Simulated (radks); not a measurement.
# Atomic calculation for In

- system: a free In atom in the configuration [Kr] 4d10 5s1 5p2 (open shells shared over both j by 2j + 1).
- method: Dirac Kohn-Sham, PBE, spin-unpolarised, spherical densities, finite nucleus (the in-house radial solver radks)

### Summary

- outcome: converged
- total energy: −5882.8580 hartree
- kinetic energy: 6181.1621 hartree
- electron–nucleus energy: −14273.2109 hartree
- Hartree energy: 2369.0456 hartree
- exchange–correlation energy: −159.854829 hartree
- radius at density 0.001 e/bohr³: 4.85 bohr
- SCF iterations: 14
- hardware: 1 CPU thread, shared host

### Input file
```
Z 49
configuration [Kr] 4d10 5s1 5p2
relativity Dirac
functional pbe,pbe
spin unpolarised
j_filling average
nucleus finite rms 4.6156 fm
c 137.035999084
```

Energies in input and log are in hartree, lengths in bohr (the nuclear radius in fm).

### The program's output
```
1s1/2   1   2.0000       -1019.30994940
2s1/2   1   2.0000        -152.62944095
2p1/2   1   2.0000        -142.34135060
2p3/2   1   4.0000        -134.59185710
3s1/2   1   2.0000         -29.01372002
3p1/2   1   2.0000         -24.86151463
3p3/2   1   4.0000         -23.46175096
3d3/2   1   4.0000         -16.11818026
3d5/2   1   6.0000         -15.83141212
4s1/2   1   2.0000          -4.45562729
4p1/2   1   2.0000          -3.09992003
4p3/2   1   4.0000          -2.85562036
4d3/2   1   4.0000          -0.76238690
4d5/2   1   6.0000          -0.73062330
5s1/2   1   1.0000          -0.33784323
5p1/2   1   0.6667          -0.12688272
5p3/2   1   1.3333          -0.11439821
Etot -5882.858016406779
Ekin 6181.162079948635
Encl -14273.210901258013
Eh 2369.0456338049553
Exc -159.85482890235656
err 3.538226984171126e-09
it 14
```

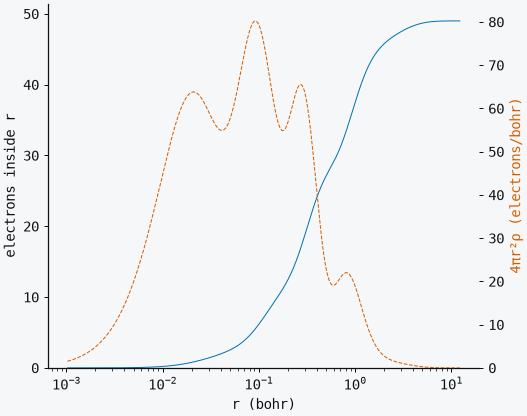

Figure 1. The number of electrons inside radius r (solid) and the radial density 4πr²ρ (dashed). The count levels off at 49 electrons. Half of them lie within 0.412 bohr, 90 % within 1.59 bohr and 99 % within 4.47 bohr. The radial density has minima at 0.0412, 0.178 and 0.592 bohr, where the count stands at 2.0, 11.2 and 29.0; these part the shells that the density resolves.

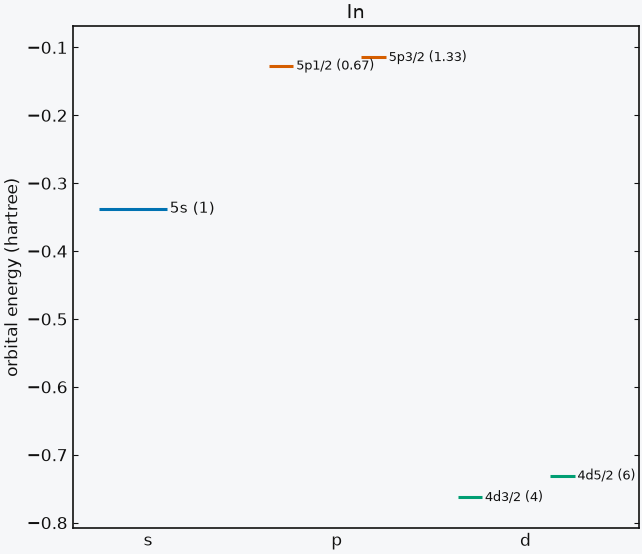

Figure 2. The outer levels are drawn by angular momentum (occupations in brackets, the lower j at the left of each column). The highest occupied level is 5p3/2 at −0.114 hartree. The highest 3 occupied levels, from the top down, are 5p3/2 (−0.114 hartree), 5p1/2 (−0.127 hartree), 5s (−0.338 hartree). Spin-orbit splittings: 5p 0.0125 hartree, 4d 0.0318 hartree.
